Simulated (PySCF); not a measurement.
C3H7BSi (SMILES CBC#C[SiH3])

| atom | x (Å) | y (Å) | z (Å) |
| --- | --- | --- | --- |
| C | 2.5697 | -0.1349 | 0.1629 |
| B | 1.3835 | 0.1632 | -0.8295 |
| C | -0.0318 | 0.1039 | -0.3303 |
| C | -1.1755 | 0.0579 | 0.0795 |
| Si | -2.9102 | -0.0147 | 0.7086 |
| H | 3.4873 | -0.4395 | -0.3346 |
| H | 2.7973 | 0.7861 | 0.7031 |
| H | 2.3225 | -0.8772 | 0.9192 |
| H | 1.5845 | 0.4653 | -1.9455 |
| H | -3.2913 | -1.4269 | 0.8005 |
| H | -3.7872 | 0.6971 | -0.2251 |
| H | -2.9476 | 0.6191 | 2.0300 |

Geometry: GFN2-xTB.

The calculation used PySCF, PBE0/pcSseg-1, SCF density, gas phase, non-relativistic.

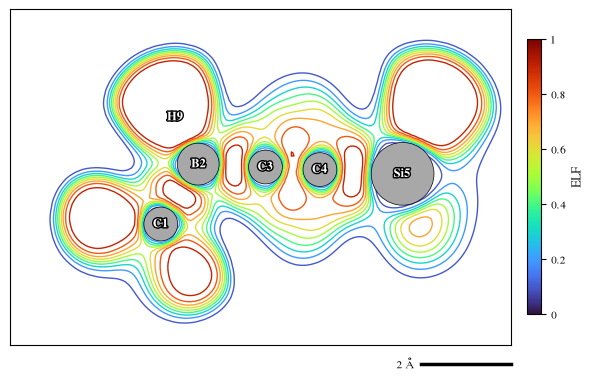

Figure 1. ELF on the plane of atoms C3, B2 and H9. Grey discs cover the atomic cores.

> Read the bonding off the picture.

- The section cuts through C, B, Si and H sites.
- C–C (1.22 Å): the ELF peaks at about 0.85 between the atoms: a short, multiple covalent bond.
- C–B (1.50 Å): the ELF peaks at about 0.95 between the atoms; a covalent bond.
- C–Si (1.85 Å): the ELF peaks at about 0.95 between the atoms, as expected for localised, covalent bonding.
- C–B (1.58 Å): the ELF peaks at about 1 between the atoms: localised, covalent bonding.
- B–H (1.17 Å): the ELF climbs to about 1 towards the hydrogen, as it does in any bond to H; a covalent bond by its length.

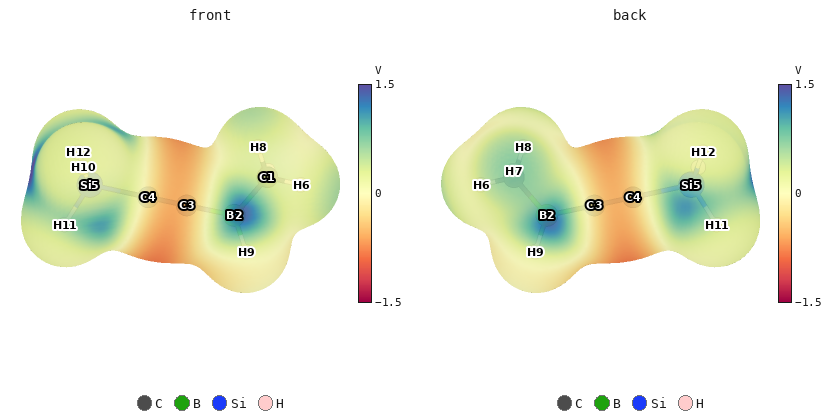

Figure 2. The electrostatic potential painted on the density surface at 0.002 e/bohr³, seen from the front and from behind; the colour scale runs from red (negative) to blue (positive).

> Which sites attract a positive test charge, and which a negative one?

A positive charge is drawn to the negative regions and a negative charge to the positive ones. The most negative region (about −0.8 V) lies over C3 and C4, the most positive (about +1.4 V) over Si5.
